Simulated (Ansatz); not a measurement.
**ClH₆N₃Zr: a spread of methods and bases**

How do the results and run time of ClH₆N₃Zr respond when the settings are drawn wide?

Method: the settings change from run to run; program: Ansatz 0.2.0, Gaussian basis.

1 further run of the same task is left out (for a known fault of the program). Runs told in other sessions of the task aren't counted.

**1. The molecule**

The structure was relaxed beforehand with PBE0-D4 in a triple-zeta def2 set. Zr takes a core potential in def2 sets; no spin-orbit term is included.

SMILES `[NH2][Zr]([NH2])([NH2])[Cl]`, 11 atoms, charge 0, spin multiplicity 1.

Atoms are counted from 1 here; the program's logs count them from 0.

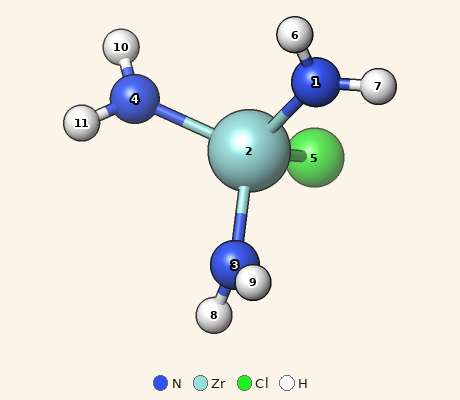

The structure; nitrogen blue, zirconium light teal, chlorine green, hydrogen white; atoms are numbered from 1 in the order of the file.

**2. B2GP-PLYP/def2-TZVPP**

The input, in.yaml:

```yaml
crystal:
  periodic: [false, false, false]
  atoms:
    - {symbol: N, position_ang: [-1.140809, -1.023474, -1.119724]}
    - {symbol: Zr, position_ang: [0.207181, 0.280823, -0.353108]}
    - {symbol: N, position_ang: [-0.770876, 1.398687, 1.025292]}
    - {symbol: N, position_ang: [1.587373, -0.815064, 0.646909]}
    - {symbol: Cl, position_ang: [1.205273, 1.634255, -2.053554]}
    - {symbol: H, position_ang: [-1.169570, -2.020486, -0.959687]}
    - {symbol: H, position_ang: [-1.837144, -0.783492, -1.813939]}
    - {symbol: H, position_ang: [-0.403146, 2.245717, 1.439670]}
    - {symbol: H, position_ang: [-1.724177, 1.271367, 1.334283]}
    - {symbol: H, position_ang: [2.340437, -1.326737, 0.204775]}
    - {symbol: H, position_ang: [1.705458, -0.861587, 1.649082]}
basis:
  gaussian: {orbitals: def2-TZVPP}
hamiltonian: {xc: {name: B2GP-PLYP}}
output: {forces: true}
```

Started as:

```bash
> ansatz run in.yaml --threads 4 --pin off --events-out ev --progress --plain --max-ram 11315MiB
```

Standard output (excerpt; [...] marks lines left out):

```text
Functional definition: B2GP-PLYP
  name "B2GP-PLYP"
  cite "Karton, Tarnopolsky, Lamère, Schatz & Martin, J. Phys. Chem. A 112, 12868 (2008) doi:10.1021/jp801805p"
  cite "Becke, Phys. Rev. A 38, 3098 (1988) doi:10.1103/PhysRevA.38.3098"
  cite "Lee, Yang & Parr, Phys. Rev. B 37, 785 (1988) doi:10.1103/PhysRevB.37.785"
[...]
1658 factors; integrals over basis functions are off by at most 1.2e-3 eV
[...]
mean field -18353.83272179 eV, -674.4909118513 hartree, gradient 5.0e-6 eV, S^2 0.000000; 0 other end points of the search recorded, 0 dependent functions left out
8 core orbitals not correlated: weight in the atoms' cores, before any rotation towards them, 1.000 or more for the frozen orbitals, at most 0.000 for the correlated occupied ones
reference -18353.83288471 eV, -674.4909178383 hartree; 20, 20 occupied and 247, 247 virtual orbitals, 1658 factors
second order -37.50622771 eV of doubles, -0.00000000 eV of singles
[...]
Total energy: -18367.33512668 eV, -674.9871160787 hartree
Atom 0 at    -1.140809    -1.023474    -1.119724 Å, force    -0.133998    -0.145882    -0.087837 eV/Å
Atom 1 at     0.207181     0.280823    -0.353108 Å, force     0.031531     0.044692    -0.053734 eV/Å
Atom 2 at    -0.770876     1.398687     1.025292 Å, force    -0.112840     0.121880     0.137094 eV/Å
Atom 3 at     1.587373    -0.815064     0.646909 Å, force     0.152334    -0.105544     0.111709 eV/Å
Atom 4 at     1.205273     1.634255    -2.053554 Å, force     0.046165     0.062736    -0.078941 eV/Å
Atom 5 at    -1.169570    -2.020486    -0.959687 Å, force    -0.020922     0.078336    -0.029314 eV/Å
Atom 6 at    -1.837144    -0.783492    -1.813939 Å, force     0.048238    -0.040821     0.056316 eV/Å
Atom 7 at    -0.403146     2.245717     1.439670 Å, force    -0.048470    -0.066084    -0.020919 eV/Å
Atom 8 at    -1.724177     1.271367     1.334283 Å, force     0.079652     0.032210    -0.006639 eV/Å
Atom 9 at     2.340437    -1.326737     0.204775 Å, force    -0.053524     0.033652     0.056090 eV/Å
Atom 10 at     1.705458    -0.861587     1.649082 Å, force     0.011835    -0.015175    -0.083824 eV/Å
Dipole moment:    -0.251028    -0.340449     0.427789 e Å
```

Wall time 21 s (4 threads of Arm Neoverse V1, shared host); peak memory 0.94 GiB.

Largest force 0.217 eV/Å, dipole 2.89 D.

**3. B2PLYP/cc-pVTZ-DK**

This run has coordinates scaled by 0.92.

The input, in.yaml:

```yaml
crystal:
  periodic: [false, false, false]
  atoms:
    - {symbol: N, position_ang: [-1.049544, -0.941596, -1.030146]}
    - {symbol: Zr, position_ang: [0.190606, 0.258357, -0.324859]}
    - {symbol: N, position_ang: [-0.709206, 1.286792, 0.943268]}
    - {symbol: N, position_ang: [1.460383, -0.749859, 0.595156]}
    - {symbol: Cl, position_ang: [1.108851, 1.503515, -1.889270]}
    - {symbol: H, position_ang: [-1.076004, -1.858847, -0.882912]}
    - {symbol: H, position_ang: [-1.690172, -0.720813, -1.668824]}
    - {symbol: H, position_ang: [-0.370895, 2.066060, 1.324497]}
    - {symbol: H, position_ang: [-1.586243, 1.169657, 1.227541]}
    - {symbol: H, position_ang: [2.153202, -1.220598, 0.188393]}
    - {symbol: H, position_ang: [1.569022, -0.792660, 1.517155]}
basis:
  gaussian: {orbitals: cc-pVTZ-DK}
hamiltonian: {xc: {name: B2PLYP}}
output: {forces: true}
```

The command is unchanged.

Standard output (excerpt; [...] marks lines left out):

```text
Functional definition: B2PLYP
  name "B2PLYP"
  cite "Grimme, J. Chem. Phys. 124, 034108 (2006) doi:10.1063/1.2148954"
  cite "Becke, Phys. Rev. A 38, 3098 (1988) doi:10.1103/PhysRevA.38.3098"
  cite "Lee, Yang & Parr, Phys. Rev. B 37, 785 (1988) doi:10.1103/PhysRevB.37.785"
[...]
1755 factors; integrals over basis functions are off by at most 8.8e-4 eV
[...]
mean field -115023.33727212 eV, -4227.0296791322 hartree, gradient 5.5e-6 eV, S^2 0.000000; 0 other end points of the search recorded, 0 dependent functions left out
22 core orbitals not correlated: weight in the atoms' cores, before any rotation towards them, 1.000 or more for the frozen orbitals, at most 0.000 for the correlated occupied ones
reference -115023.33748769 eV, -4227.0296870543 hartree; 20, 20 occupied and 243, 243 virtual orbitals, 1755 factors
second order -39.66712375 eV of doubles, -0.00000000 eV of singles
[...]
Atom 1 at     0.190606     0.258357    -0.324859 Å, force     0.875924     1.190547    -1.493781 eV/Å
Atom 2 at    -0.709206     1.286792     0.943268 Å, force    -0.107048    -0.133496     0.565465 eV/Å
Atom 3 at     1.460383    -0.749859     0.595156 Å, force    -0.078869    -0.518546     0.279880 eV/Å
Atom 4 at     1.108851     1.503515    -1.889270 Å, force     1.877486     2.546136    -3.199072 eV/Å
Atom 5 at    -1.076004    -1.858847    -0.882912 Å, force    -0.161098    -4.687539     0.761576 eV/Å
Atom 6 at    -1.690172    -0.720813    -1.668824 Å, force    -3.242947     1.145641    -3.220437 eV/Å
Atom 7 at    -0.370895     2.066060     1.324497 Å, force     1.740464     3.932206     1.926144 eV/Å
Atom 8 at    -1.586243     1.169657     1.227541 Å, force    -4.475361    -0.600724     1.479615 eV/Å
Atom 9 at     2.153202    -1.220598     0.188393 Å, force     3.488022    -2.387080    -2.082905 eV/Å
Atom 10 at     1.569022    -0.792660     1.517155 Å, force     0.552617    -0.246658     4.713439 eV/Å
Dipole moment:    -0.235385    -0.319227     0.401158 e Å
```

Run time: 36 s. Hardware: 4 threads of Arm Neoverse V1, shared host; peak memory 1.2 GiB.

Largest force 4.752 eV/Å, dipole 2.71 D.

**4. HSE06/def2-TZVP**

This run has D3(BJ) with three-body dispersion, high accuracy.

The input, in.yaml:

```yaml
crystal:
  periodic: [false, false, false]
  atoms:
    - {symbol: N, position_ang: [-1.140809, -1.023474, -1.119724]}
    - {symbol: Zr, position_ang: [0.207181, 0.280823, -0.353108]}
    - {symbol: N, position_ang: [-0.770876, 1.398687, 1.025292]}
    - {symbol: N, position_ang: [1.587373, -0.815064, 0.646909]}
    - {symbol: Cl, position_ang: [1.205273, 1.634255, -2.053554]}
    - {symbol: H, position_ang: [-1.169570, -2.020486, -0.959687]}
    - {symbol: H, position_ang: [-1.837144, -0.783492, -1.813939]}
    - {symbol: H, position_ang: [-0.403146, 2.245717, 1.439670]}
    - {symbol: H, position_ang: [-1.724177, 1.271367, 1.334283]}
    - {symbol: H, position_ang: [2.340437, -1.326737, 0.204775]}
    - {symbol: H, position_ang: [1.705458, -0.861587, 1.649082]}
basis:
  gaussian: {orbitals: def2-TZVP}
hamiltonian: {xc: {name: HSE06}, dispersion: d3bjatm}
accuracy: high
output: {forces: true}
```

The command is unchanged.

Standard output (excerpt; [...] marks lines left out):

```text
Functional definition: HSE06
  name "HSE06"
  cite "Heyd, Scuseria & Ernzerhof, J. Chem. Phys. 118, 8207 (2003) doi:10.1063/1.1564060"
  cite "Krukau, Vydrov, Izmaylov & Scuseria, J. Chem. Phys. 125, 224106 (2006) doi:10.1063/1.2404663"
  cite "Heyd & Scuseria, J. Chem. Phys. 120, 7274 (2004) doi:10.1063/1.1668634"
  cite "Ernzerhof & Perdew, J. Chem. Phys. 109, 3313 (1998) doi:10.1063/1.476928"
  cite "Perdew, Burke & Ernzerhof, Phys. Rev. Lett. 77, 3865 (1996) doi:10.1103/PhysRevLett.77.3865"
  parent pbe
[...]
  # The whole range is PBE's own exchange, as in plane waves. The composition of these papers is wPBEh.
[...]
3739 factors; integrals over basis functions are off by at most 5.8e-8 eV
138 factors; integrals over basis functions are off by at most 9.9e-10 eV
[...]
Atom 1 at     0.207181     0.280823    -0.353108 Å, force     0.002289     0.005000    -0.003794 eV/Å
Atom 2 at    -0.770876     1.398687     1.025292 Å, force    -0.000553    -0.000700     0.005302 eV/Å
Atom 3 at     1.587373    -0.815064     0.646909 Å, force     0.000621    -0.005494     0.002325 eV/Å
Atom 4 at     1.205273     1.634255    -2.053554 Å, force     0.006281     0.008664    -0.010994 eV/Å
Atom 5 at    -1.169570    -2.020486    -0.959687 Å, force     0.000861    -0.015982     0.001756 eV/Å
Atom 6 at    -1.837144    -0.783492    -1.813939 Å, force    -0.008981     0.005225    -0.011570 eV/Å
Atom 7 at    -0.403146     2.245717     1.439670 Å, force     0.006803     0.013457     0.003978 eV/Å
Atom 8 at    -1.724177     1.271367     1.334283 Å, force    -0.015665    -0.001578     0.003804 eV/Å
Atom 9 at     2.340437    -1.326737     0.204775 Å, force     0.011610    -0.006286    -0.008451 eV/Å
Atom 10 at     1.705458    -0.861587     1.649082 Å, force     0.002274     0.000348     0.016201 eV/Å
Dipole moment:    -0.256366    -0.347677     0.436876 e Å
```

Run time: 16 s. Hardware: 4 threads of Arm Neoverse V1, shared host; peak memory 1.3 GiB.

Largest force 0.016 eV/Å, dipole 2.95 D.

**5. revPBE/STO-3G**

Changes to in.yaml since step 4:

```diff
@@ -15,5 +15,4 @@
 basis:
-  gaussian: {orbitals: def2-TZVP}
-hamiltonian: {xc: {name: HSE06}, dispersion: d3bjatm}
-accuracy: high
+  gaussian: {orbitals: STO-3G}
+hamiltonian: {xc: {name: revPBE}}
 output: {forces: true}
```

Launched as before.

Standard output (excerpt; [...] marks lines left out):

```text
Functional definition: revPBE
  name "revPBE"
  cite "Zhang & Yang, Phys. Rev. Lett. 80, 890 (1998) doi:10.1103/PhysRevLett.80.890"
  cite "Perdew, Burke & Ernzerhof, Phys. Rev. Lett. 77, 3865 (1996) doi:10.1103/PhysRevLett.77.3865"
[...]
711 factors; integrals over basis functions are off by at most 8.1e-5 eV
[...]
mean field -112262.71103247 eV, -4125.5785360445 hartree, gradient 5.0e-5 eV, S^2 0.000000; 0 other end points of the search recorded, 0 dependent functions left out
[...]
reference -112262.71107116 eV, -4125.5785374667 hartree; 42, 42 occupied and 15, 15 virtual orbitals, 711 factors
Total energy: -112262.71107116 eV, -4125.5785374667 hartree
Atom 0 at    -1.140809    -1.023474    -1.119724 Å, force     1.603774     1.674349     1.260138 eV/Å
Atom 1 at     0.207181     0.280823    -0.353108 Å, force     0.319348     0.435468    -0.544314 eV/Å
Atom 2 at    -0.770876     1.398687     1.025292 Å, force     1.299211    -1.668886    -1.580824 eV/Å
Atom 3 at     1.587373    -0.815064     0.646909 Å, force    -2.000371     1.215726    -1.218547 eV/Å
Atom 4 at     1.205273     1.634255    -2.053554 Å, force    -0.147686    -0.200094     0.251357 eV/Å
Atom 5 at    -1.169570    -2.020486    -0.959687 Å, force    -0.171669    -2.287849     0.239826 eV/Å
Atom 6 at    -1.837144    -0.783492    -1.813939 Å, force    -1.595904     0.421824    -1.554862 eV/Å
Atom 7 at    -0.403146     2.245717     1.439670 Å, force     0.720227     1.909121     0.989800 eV/Å
Atom 8 at    -1.724177     1.271367     1.334283 Å, force    -2.167936    -0.141580     0.775420 eV/Å
Atom 9 at     2.340437    -1.326737     0.204775 Å, force     1.725652    -1.179266    -0.880283 eV/Å
Atom 10 at     1.705458    -0.861587     1.649082 Å, force     0.415354    -0.178814     2.262289 eV/Å
Dipole moment:    -0.311280    -0.422088     0.530395 e Å
```

It took 1.1 s on 4 threads of Arm Neoverse V1, shared host.

Largest force 2.640 eV/Å, dipole 3.58 D.

**6. RPBE/x2c-TZVPPall**

Options: charge +1, multiplicity 2, restricted open-shell orbitals, D3(BJ) with three-body dispersion.

Changes to in.yaml since step 5:

```diff
@@ -15,4 +15,6 @@
 basis:
-  gaussian: {orbitals: STO-3G}
-hamiltonian: {xc: {name: revPBE}}
+  gaussian: {orbitals: x2c-TZVPPall}
+total_charge: 1
+magnetization: {spin_polarized: false, initial_magnetization: 1}
+hamiltonian: {xc: {name: RPBE}, dispersion: d3bjatm}
 output: {forces: true}
```

Same command.

Standard output (excerpt; [...] marks lines left out):

```text
Functional definition: RPBE
  name "RPBE"
  cite "Hammer, Hansen & Nørskov, Phys. Rev. B 59, 7413 (1999) doi:10.1103/PhysRevB.59.7413"
  cite "Perdew, Burke & Ernzerhof, Phys. Rev. Lett. 77, 3865 (1996) doi:10.1103/PhysRevLett.77.3865"
[...]
1655 factors; their error is unknown
[...]
mean field -115045.43261957 eV, -4227.8416681741 hartree, gradient 6.0e-6 eV, S^2 0.750000; 8 other end points of the search recorded, 0 dependent functions left out
[...]
reference -115045.43269868 eV, -4227.8416710813 hartree; 42, 41 occupied and 256, 257 virtual orbitals, 1655 factors
Total energy: -115047.16587112 eV, -4227.9053639939 hartree
Relativity: scalar
Atom 0 at    -1.140809    -1.023474    -1.119724 Å, force    -0.074051    -0.086969    -0.233630 eV/Å
Atom 1 at     0.207181     0.280823    -0.353108 Å, force     0.684554     0.929569    -1.167518 eV/Å
Atom 2 at    -0.770876     1.398687     1.025292 Å, force    -0.076726     0.246249     0.029947 eV/Å
Atom 3 at     1.587373    -0.815064     0.646909 Å, force     0.258821    -0.013808     0.020229 eV/Å
Atom 4 at     1.205273     1.634255    -2.053554 Å, force    -0.388816    -0.527049     0.662236 eV/Å
Atom 5 at    -1.169570    -2.020486    -0.959687 Å, force    -0.206867    -0.523730     0.248986 eV/Å
Atom 6 at    -1.837144    -0.783492    -1.813939 Å, force    -0.297998     0.088294    -0.438092 eV/Å
Atom 7 at    -0.403146     2.245717     1.439670 Å, force     0.137201     0.499076     0.144169 eV/Å
Atom 8 at    -1.724177     1.271367     1.334283 Å, force    -0.447793    -0.175933     0.384610 eV/Å
Atom 9 at     2.340437    -1.326737     0.204775 Å, force     0.457930    -0.184777    -0.211817 eV/Å
Atom 10 at     1.705458    -0.861587     1.649082 Å, force    -0.046256    -0.250923     0.560882 eV/Å
Dipole moment:    -0.455215    -0.617244     0.775874 e Å
```

Wall time 51 s (4 threads of Arm Neoverse V1, shared host); peak memory 1.3 GiB.

Largest force 1.642 eV/Å.

**7. PBEsol/def2-TZVPP**

This run has coordinates scaled by 0.92, D4 dispersion, the search for lower states set to off.

The input, in.yaml:

```yaml
crystal:
  periodic: [false, false, false]
  atoms:
    - {symbol: N, position_ang: [-1.049544, -0.941596, -1.030146]}
    - {symbol: Zr, position_ang: [0.190606, 0.258357, -0.324859]}
    - {symbol: N, position_ang: [-0.709206, 1.286792, 0.943268]}
    - {symbol: N, position_ang: [1.460383, -0.749859, 0.595156]}
    - {symbol: Cl, position_ang: [1.108851, 1.503515, -1.889270]}
    - {symbol: H, position_ang: [-1.076004, -1.858847, -0.882912]}
    - {symbol: H, position_ang: [-1.690172, -0.720813, -1.668824]}
    - {symbol: H, position_ang: [-0.370895, 2.066060, 1.324497]}
    - {symbol: H, position_ang: [-1.586243, 1.169657, 1.227541]}
    - {symbol: H, position_ang: [2.153202, -1.220598, 0.188393]}
    - {symbol: H, position_ang: [1.569022, -0.792660, 1.517155]}
basis:
  gaussian: {orbitals: def2-TZVPP}
hamiltonian: {xc: {name: PBEsol}, dispersion: d4}
scf: {lower_state_search: off}
output: {forces: true}
```

The command is unchanged.

Standard output (excerpt; [...] marks lines left out):

```text
Functional definition: PBEsol
  name "PBEsol"
  cite "Perdew et al., Phys. Rev. Lett. 100, 136406 (2008) doi:10.1103/PhysRevLett.100.136406"
  cite "Perdew, Burke & Ernzerhof, Phys. Rev. Lett. 77, 3865 (1996) doi:10.1103/PhysRevLett.77.3865"
  parent pbesol
[...]
1425 factors; their error is unknown
[...]
mean field -18327.78036919 eV, -673.5335055521 hartree, gradient 9.3e-7 eV, S^2 0.000000; 0 other end points of the search recorded, 0 dependent functions left out
[...]
reference -18327.78045777 eV, -673.5335088072 hartree; 28, 28 occupied and 247, 247 virtual orbitals, 1425 factors
Total energy: -18327.88668668 eV, -673.5374126476 hartree
Atom 0 at    -1.049544    -0.941596    -1.030146 Å, force     0.153122     0.411757     0.713753 eV/Å
Atom 1 at     0.190606     0.258357    -0.324859 Å, force     0.897534     1.219669    -1.530417 eV/Å
Atom 2 at    -0.709206     1.286792     0.943268 Å, force     0.397077    -0.736937    -0.059751 eV/Å
Atom 3 at     1.460383    -0.749859     0.595156 Å, force    -0.813246    -0.035661    -0.206963 eV/Å
Atom 4 at     1.108851     1.503515    -1.889270 Å, force     1.650924     2.238908    -2.813015 eV/Å
Atom 5 at    -1.076004    -1.858847    -0.882912 Å, force    -0.146166    -5.183333     0.852899 eV/Å
Atom 6 at    -1.690172    -0.720813    -1.668824 Å, force    -3.567479     1.292174    -3.561106 eV/Å
Atom 7 at    -0.370895     2.066060     1.324497 Å, force     1.944772     4.342819     2.106437 eV/Å
Atom 8 at    -1.586243     1.169657     1.227541 Å, force    -4.955847    -0.683088     1.608910 eV/Å
Atom 9 at     2.153202    -1.220598     0.188393 Å, force     3.845951    -2.622073    -2.326887 eV/Å
Atom 10 at     1.569022    -0.792660     1.517155 Å, force     0.593358    -0.244234     5.216139 eV/Å
Dipole moment:    -0.238869    -0.323938     0.407090 e Å
Checks for a lower state left out: stability, starts, cluster_reference, orbital_swaps, neighbouring_geometries, increment
```

Wall time 2.6 s (4 threads of Arm Neoverse V1, shared host); peak memory 0.39 GiB.

Largest force 5.255 eV/Å, dipole 2.75 D.

**8. B97/x2c-TZVPPall**

The input, in.yaml:

```yaml
crystal:
  periodic: [false, false, false]
  atoms:
    - {symbol: N, position_ang: [-1.140809, -1.023474, -1.119724]}
    - {symbol: Zr, position_ang: [0.207181, 0.280823, -0.353108]}
    - {symbol: N, position_ang: [-0.770876, 1.398687, 1.025292]}
    - {symbol: N, position_ang: [1.587373, -0.815064, 0.646909]}
    - {symbol: Cl, position_ang: [1.205273, 1.634255, -2.053554]}
    - {symbol: H, position_ang: [-1.169570, -2.020486, -0.959687]}
    - {symbol: H, position_ang: [-1.837144, -0.783492, -1.813939]}
    - {symbol: H, position_ang: [-0.403146, 2.245717, 1.439670]}
    - {symbol: H, position_ang: [-1.724177, 1.271367, 1.334283]}
    - {symbol: H, position_ang: [2.340437, -1.326737, 0.204775]}
    - {symbol: H, position_ang: [1.705458, -0.861587, 1.649082]}
basis:
  gaussian: {orbitals: x2c-TZVPPall}
hamiltonian: {xc: {name: B97}}
```

Same command.

Standard output (excerpt; [...] marks lines left out):

```text
Functional definition: B97
  name "B97"
  cite "Becke, J. Chem. Phys. 107, 8554 (1997) doi:10.1063/1.475007"
[...]
      + integral(e_c_pw_opposite_spin*poly(b97_u_opposite, cos0, cos1, cos2))
1726 factors; their error is unknown
[...]
mean field -115051.14626910 eV, -4228.0516409214 hartree, gradient 4.3e-5 eV, S^2 0.000000; 0 other end points of the search recorded, 0 dependent functions left out
reference -115051.14632020 eV, -4228.0516427994 hartree; 42, 42 occupied and 256, 256 virtual orbitals, 1726 factors
Total energy: -115051.14632020 eV, -4228.0516427994 hartree
Relativity: scalar
```

Run time: 11 s. Hardware: 4 threads of Arm Neoverse V1, shared host; peak memory 0.91 GiB.

**9. All runs side by side**

```csv
level,charge,multiplicity,geometry,functions,energy (eV),time
B2GP-PLYP/def2-TZVPP,0,1,relaxed,275,-18367.335,21 s
B2PLYP/cc-pVTZ-DK,0,1,scaled,285,-115034.048,36 s
HSE06/def2-TZVP,0,1,relaxed,206,-18368.986,16 s
revPBE/STO-3G,0,1,relaxed,57,-112262.711,1.1 s
RPBE/x2c-TZVPPall,1,2,relaxed,298,-115047.166,51 s
PBEsol/def2-TZVPP,0,1,scaled,275,-18327.887,2.6 s
B97/x2c-TZVPPall,0,1,relaxed,298,-115051.146,11 s
```

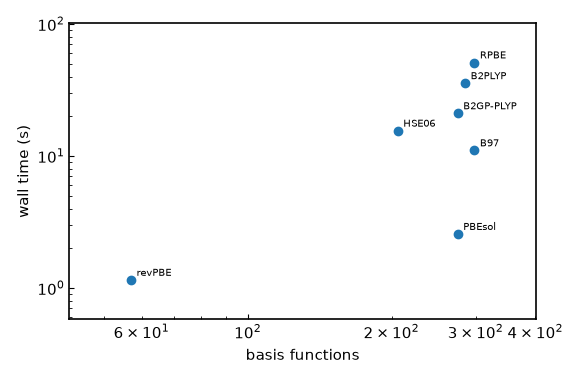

Wall time against the number of basis functions (shared host).

**10. Outcome**

| quantity | value |
| --- | --- |
| runs | 7 |
| quickest | revPBE/STO-3G, 1.1 s |
| slowest | RPBE/x2c-TZVPPall, 51 s |
| spread of total energies, same state and geometry | 96683.8 eV |
| dipole, same state and geometry | 2.89 to 3.58 D |

What this shows: Run time spans a factor of 44, from revPBE/STO-3G to RPBE/x2c-TZVPPall. The jobs differ in tasks and options as well as level. Total energies at one charge and spin differ by 96684 eV between levels, so only differences within one level mean anything. Some of these runs are scalar-relativistic and others not, which shifts the totals of all-electron atoms past neon by several eV an atom and more; core potentials, where a basis has them, take the core out of the total altogether. At the PBE0-D4/def2-TZVP geometry and in the same state, the sound runs without point charges leave forces up to 2.64 eV/Å (revPBE/STO-3G), against 5.3 eV/Å where the atoms were moved. At that geometry and state the dipole changes by 24 % between the lowest and highest value.
